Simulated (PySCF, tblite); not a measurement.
# C₂H₁₂N₂OSi₃: geometry, infrared bands and NMR shifts

Aim: predict the infrared bands and NMR shifts of C₂H₁₂N₂OSi₃ (`N[Si@]1(O[SiH3])CC[SiH2]N1`).

Computed with tblite 0.8.0 and PySCF 2.14.0, with density-fitted response routines of our own, on a single molecule in the gas phase. Atoms count from 0, in the outputs and in this text.

**1. The starting structure**

20 atoms, charge 0, multiplicity 1; geometry from: force field or distance geometry start.

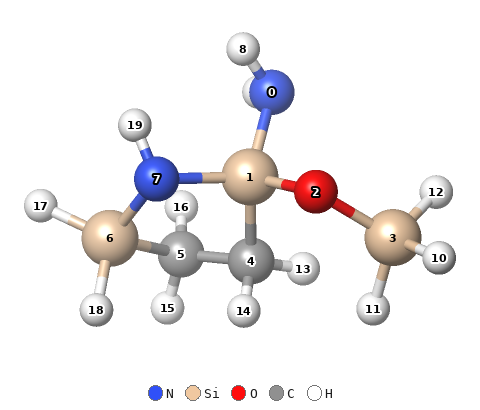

As it starts; nitrogen blue, silicon light orange, oxygen red, carbon grey, hydrogen white, atoms numbered.

**2. Optimising the geometry with GFN2-xTB**

What the job is given:

```
{"job": {"kind": "relax", "xc": "GFN2-xTB", "basis": "xTB"}, "charge": 0, "multiplicity": 1}
N      0.572300     2.122800    -0.474900
Si     0.296200     0.636000     0.433800
O      1.731800     0.283000     1.358800
Si     2.855600    -0.624400     0.443400
C     -0.052200    -0.854900    -0.590200
C     -1.458300    -0.642500    -1.075400
Si    -2.329600    -0.282100     0.538900
N     -1.151600     0.708100     1.485600
H      0.249100     2.925900     0.109200
H      0.098200     2.150000    -1.392500
H      3.916800    -1.051400     1.361100
H      2.259100    -1.864500    -0.103600
H      3.429600     0.139700    -0.643900
H      0.689100    -1.053200    -1.389200
H     -0.079800    -1.741600     0.074600
H     -1.881600    -1.578200    -1.479200
H     -1.574000     0.202600    -1.774000
H     -3.610600     0.387700     0.354200
H     -2.480900    -1.546900     1.271100
H     -1.484300     1.694500     1.489200
```

Started as:

```bash
$ OMP_NUM_THREADS=1 python probes_run.py task.json out
```

The driver reads the jobs from task.json and runs them one after another.

**Question.** This job is followed by: GFN2-xTB harmonic vibrations, gas phase; GIAO PBE0/pcSseg-1 NMR shielding, non-relativistic, gas phase. Predict these results of the whole session: strongest single infrared mode (GFN2-xTB); zero-point energy (GFN2-xTB); 13C shifts against TMS (PBE0/pcSseg-1); 1H shifts against TMS (PBE0/pcSseg-1, means over atoms taken as alike); 15N shifts against NH3 (PBE0/pcSseg-1); 29Si shifts against TMS (PBE0/pcSseg-1); 17O shifts against H2O (PBE0/pcSseg-1).

**Answer**, as computed:

| quantity | value |
| --- | --- |
| strongest single infrared mode (GFN2-xTB) | 1085 cm⁻¹, 746 km/mol |
| zero-point energy (GFN2-xTB) | 88.8 kcal/mol |
| 13C shifts against TMS (PBE0/pcSseg-1) | 8.7, 5.7 ppm |
| 1H shifts against TMS (PBE0/pcSseg-1, means over atoms taken as alike) | 5.14, 4.91, 4.85, 1.13, 0.91, 0.88, 0.57, 0.53, 0.36 ppm |
| 15N shifts against NH3 (PBE0/pcSseg-1) | 40.1, 29.7 ppm |
| 29Si shifts against TMS (PBE0/pcSseg-1) | -18.9, -32.8, -44.5 ppm |
| 17O shifts against H2O (PBE0/pcSseg-1) | 37.1 ppm |

What this shows: Over 109 steps the energy fell by 1.477 eV; of the close pairs, Si1–O2 changed most, 1.744 to 1.626 Å. The lowest mode is slightly imaginary (5i cm⁻¹), a soft motion within the noise of the Hessian, so the minimum is not strictly shown. The strongest single mode, at 1085 cm⁻¹, moves mainly O2. GFN2-xTB is a fitted tight-binding method: band positions and strengths are rough. Its intensities can rank the bands wrongly. At PBE0/pcSseg-1: The widest tensor belongs to Si3: span 111 ppm, with a paramagnetic part of -486 ppm.
